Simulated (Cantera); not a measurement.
A closed system holds: 1 mol SiCl₄, 1.3 mol HCl, 1.1 mol H₂, at 15000 Torr.

These are equilibrium values from Cantera (NASA tables, ideal gas, pure condensed phases), not measurements of a reactor. Candidate condensed phases: Si; 19 gas species. The tables' values for SiCl₃ are old estimates; treat these amounts as uncertain. Equilibrium is a limit: real reactors are often held back by kinetics, nucleation or transport.

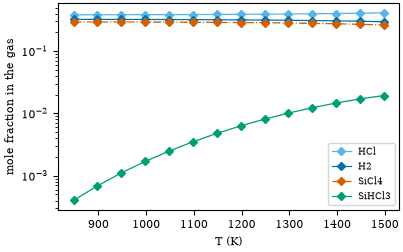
Fig. 1. Equilibrium gas composition (values under 1e-9 drawn at 1e-9)

Q: Read off the mole fractions at 1248 K.

A: HCl about 0.39, H₂ about 0.31, SiCl₄ about 0.29, SiHCl₃ about 0.0081.
